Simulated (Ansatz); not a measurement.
# A hypothetical structure for SbPb2, part 2 of 2

This structure for SbPb2 is made up. Its elements were placed in a known structure type with a cell scaled to their sizes. What cell does the guess relax to, and how far off was it?

Ansatz 0.2.0; DFT, PBEsol, plane-wave PAW, files of the set soft_1, scalar-relativistic, no spin, cell and ions relaxed at zero pressure; PAW set soft_1 (the session's first sound run).

So far: The starting structure; Relaxation of the guess. The relaxed cell has a = 4.694, c = 16.698 Å (conventional setting).

### Step 3. Bands of the relaxed cell

With the geometry fixed, one more self-consistent run, with a narrower smearing and the mesh shown in its input, gives the bands, and its pressure, and its forces where symmetry allows any, show how far the geometry depends on these settings.

This step: DFT, PBEsol, plane-wave PAW, files of the set soft_1, scalar-relativistic, no spin, bands and density of states at the relaxed cell; PAW set soft_1 (Ansatz 0.2.0).

File input.yaml:

```yaml
crystal:
  lattice:
    - [-2.3469783978, 2.3469783978, 8.3492195296]
    - [2.3469783978, -2.3469783978, 8.3492195296]
    - [2.3469783978, 2.3469783978, -8.3492195296]
  atoms:
    - { symbol: Pb, position: [0.5, 0.0, 0.5] }
    - { symbol: Pb, position: [0.8295291443, 0.8295291443, 0.0] }
    - { symbol: Pb, position: [0.0, 0.5, 0.5] }
    - { symbol: Pb, position: [0.1704708557, 0.1704708557, 0.0] }
    - { symbol: Sb, position: [0.6427877657, 0.6427877657, 0.0] }
    - { symbol: Sb, position: [0.3572122343, 0.3572122343, 0.0] }
kpoints:
  mp_grid: { grid: [10, 10, 10] }
  band_path:
    path:
      - [[0.0, 0.0, 0.0], [0.0, 0.0, 0.5], [-0.03950904, 0.03950904, 0.5], [-0.26975452, 0.26975452, 0.26975452], [0.0, 0.0, 0.0], [0.5, 0.5, -0.5], [0.26975452, 0.73024548, -0.26975452], [0.0, 0.5, 0.0], [0.25, 0.25, 0.25], [0.5, 0.5, -0.03950904], [0.5, 0.5, -0.5]]
      - [[0.0, 0.0, 0.5], [0.25, 0.25, 0.25]]
    npoints: 7
scf:
  occupations: { method: fermi_dirac, width: 0.03 }
  n_extra_bands: 10
hamiltonian:
  xc: pbesol
  pseudopotentials: { kind: paw, azcp: { folder: soft_1 }, xc_functional: pbe }
output:
  forces: true
  stress: true
  write_bands: true
  dos: { projected: true }
  write_density: true
  write_potential: true
  elf: true
  volumetric_format: npy
```

Launch:

```
> ansatz run input.yaml --threads 4 --pin off --max-ram 10240MiB --backend cpu --events-out ev --progress --plain --runs-dir out
```

Numbers of over 12 decimals in the logs are rounded to 6 here.

Log:

```text
[...]
Crystal: 6 atoms, lattice volume = 183.960 Å³
Basis set: ecut = 420 eV, 3587 PW (Γ), FFT grids on a1−a2, a2, a1+a3, exchange–correlation on 90×128×64 points (8 copies of the dense FFT grid, shifted against one another)
Bands: 53, of which v1, the nominal top of the filled ones, is band 43 counted from 1 (42 counted from 0)
Symmetry: 16 space group operations
[...]
k-points: 102 of 1000
[...]
SCF iter   1: F=—  HF=-59845.814377 eV  |F-HF|=—  |Δ(HF+E_count)|=         —  Δρ=2.41e-2  dr2=3.97e0  ethr=3.10e-3  ⟨swp⟩=8.3  Hψ=24671  notcnv=0  defer=6
[...]
SCF iter   9: F=-59844.710655 eV  HF=-59844.710655 eV  |F-HF|=2.18e-8  |Δ(HF+E_count)|=   8.70e-8  Δρ=3.36e-6  dr2=5.74e-8  ethr=1.16e-10  ⟨swp⟩=16.1  Hψ=44532  notcnv=0
SCF 1 converged in 9 iterations: F = -59844.710655 eV  dr2 = 5.74e-8
[...]
NSCF: frozen V_eff on 79 k-points
SCF converged after 9 iterations
Free energy (F): -59844.710655 eV
[...]
Internal energy: -59844.700419 eV  (E = F + TS)
E sigma→0 (E₀):  -59844.705537 eV
Entropy (-TS):   -0.010237 eV (-1.706 meV/atom)
Fermi energy:    10.531686 eV
[...]
--- Forces (eV/Å), atoms counted from 1 ---
  atom   1  Pb     0.00000000     0.00000000     0.00000000
  atom   2  Pb     0.00000000     0.00000000     0.01539379
  atom   3  Pb     0.00000000    -0.00000000    -0.00000000
  atom   4  Pb    -0.00000000     0.00000000    -0.01539379
  atom   5  Sb     0.00000000     0.00000000     0.01208171
  atom   6  Sb     0.00000000     0.00000000    -0.01208171
  max |Σ_I F_I| component: 3.47e-18 eV/Å
--- Stress (GPa, compression-positive) ---
       -0.036376       0.000000       0.000000
        0.000000      -0.036376       0.000000
        0.000000      -0.000000       0.135488
  P = ⅓ Tr σ = 0.0209 GPa (0.209 kbar)
--- Band table (eV; the first three rows and the last of 102) ---
  k-point 0: bands = [... 39 lower, 8.0870, 8.5394, 8.9589, 10.8373, 10.9954, 10.9954, 11.3388, 12.4583, ... 6 higher]
  k-point 1: bands = [... 39 lower, 8.4805, 8.8172, 8.9247, 10.5777, 10.7294, 10.9972, 11.6985, 12.0526, ... 6 higher]
  k-point 2: bands = [... 39 lower, 8.6841, 8.8143, 9.4656, 10.0250, 10.6037, 11.6175, 11.6209, 11.8972, ... 6 higher]
  k-point 101: bands = [... 39 lower, 9.0306, 9.0306, 9.7273, 10.0783, 10.0783, 11.4800, 13.5167, 13.5834, ... 6 higher]
```

Run time: 7.4 s. Hardware: 4 threads of AMD EPYC 9B45 (Zen 5), shared host; peak memory 1.1 GiB.

Numbers from this step:

* free energy: -59844.7107 eV
* energy at zero smearing: -59844.7055 eV
* smearing term TS: 0.01024 eV
* Fermi energy: 10.53 eV
* pressure: 0.02091 GPa

bands.tsv at the labelled points (eV, zero at the Fermi level; the bands that come nearest the Fermi level along the path):

```tsv
point	band 40	band 41	band 42	band 43	band 44	band 45	band 46	band 47
Γ	-2.44	-1.99	-1.57	0.31	0.46	0.46	0.81	1.93
X	-3.53	-3.10	-2.20	-1.72	0.61	1.15	2.12	2.40
Y	-3.51	-3.15	-2.01	-1.81	0.72	1.16	2.14	2.41
S	-1.09	-0.62	-0.51	-0.25	-0.23	0.06	0.72	1.35
Γ	-2.44	-1.99	-1.57	0.31	0.46	0.46	0.81	1.93
Z	-1.50	-1.50	-0.80	-0.45	-0.45	0.95	2.99	3.05
S1	-1.09	-0.62	-0.51	-0.25	-0.23	0.06	0.72	1.35
N	-1.45	-0.84	-0.68	-0.21	0.14	0.55	0.70	0.71
P	-3.69	-2.79	-2.79	-0.95	0.04	1.39	1.39	3.68
Y1	-3.51	-3.15	-2.01	-1.81	0.72	1.16	2.14	2.41
Z	-1.50	-1.50	-0.80	-0.45	-0.45	0.95	2.99	3.05
X	-3.53	-3.10	-2.20	-1.72	0.61	1.15	2.12	2.40
P	-3.69	-2.79	-2.79	-0.95	0.04	1.39	1.39	3.68
```

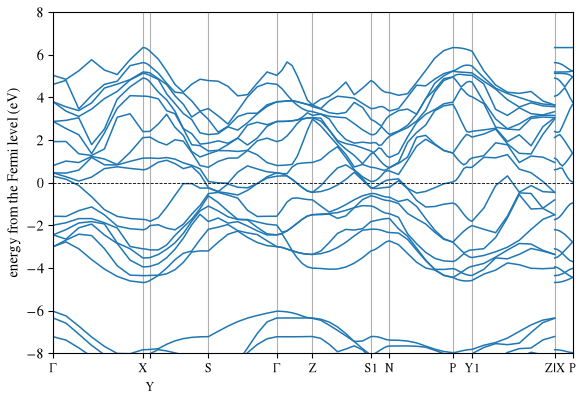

Bands along the path. 32 bands lie wholly below the window drawn.

Counts of states for the cell as run, both spins, by energy window (eV from the Fermi level):

```csv
from,to,total
-8,-7,3.15
-7,-6,0.87
-6,-5,0.00
-5,-4,0.59
-4,-3,3.18
-3,-2,3.83
-2,-1,3.79
-1,0,2.66
0,1,3.24
1,2,4.38
2,3,4.26
```

Below -8 eV lie 68.0 more states.

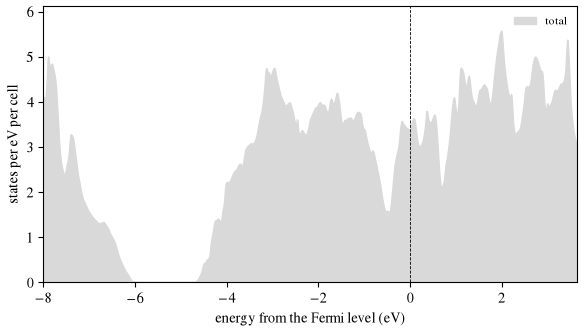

Total density of states, smoothed over about 0.04 eV.

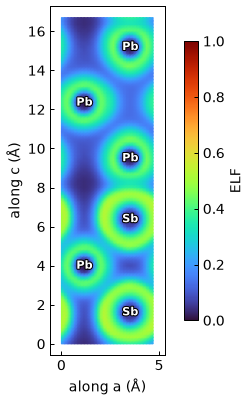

ELF in the ac plane of the conventional cell at fractional y = 0.000, with atoms of Pb and Sb within 0.2 Å of it. It is the smooth field of the valence electrons, not physical close to the nuclei. The map starts off the cell's origin, so that atoms lie inside it.

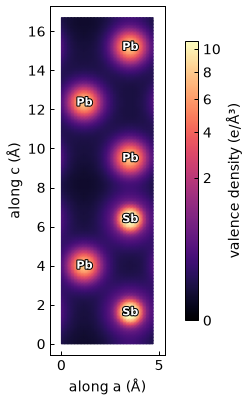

Valence density in the ac plane of the conventional cell at fractional y = 0.000, with atoms of Pb and Sb within 0.2 Å of it. It is the smooth field of the valence electrons, not physical close to the nuclei. The map starts off the cell's origin, so that atoms lie inside it. The colour scale is stretched toward low values.

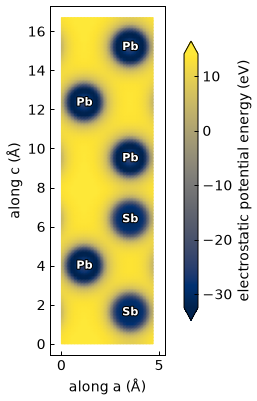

Electrostatic potential energy in the ac plane of the conventional cell at fractional y = 0.000, with atoms of Pb and Sb within 0.2 Å of it. With pseudopotentials it is smooth inside the atoms' cores, unlike the true potential. The map starts off the cell's origin, so that atoms lie inside it.

### Step 4. Summary of results

| Item | Value |
| --- | --- |
| space group, relaxed | I4/mmm |
| conventional cell | a = 4.694, b = 4.694, c = 16.698 Å; α = 90.0°, β = 90.0°, γ = 90.0° |
| volume per atom | 30.66 Å³ (guess 28.53) |

**Reading.** SbPb2 relaxes to I4/mmm with a = 4.694, b = 4.694 and c = 16.698 Å. The guessed volume was 7 % too small. The space group I4/mmm was held in the relaxation, so the end point is a stationary structure within it and may be a saddle against distortions or other arrangements. Bands cross the Fermi level, so it is a metal or semimetal at this level. On the 10×10×10 mesh with the narrower smearing (relaxed on 8×8×8) the largest force component is 0.015 eV/Å and the largest stress component is 0.135 GPa, against the relaxation's thresholds of 0.015 eV/Å and 0.05 GPa. The cutoff wasn't tested. Spin-orbit coupling is left out, which can matter for elements this heavy. No dispersion term is used, so weakly bound directions may come out too long. Nothing here tests whether the compound is stable against decomposition.

[Logs are printed without paths, hosts, clocks, repeated set-up lines and the standing remarks that a program may print on its own settings, such as how far it seeks lower states.]

[Hosts, paths, dates, database ids (printed as entryN), source tags and the programs' standing remarks are cut or masked in the printed files.]
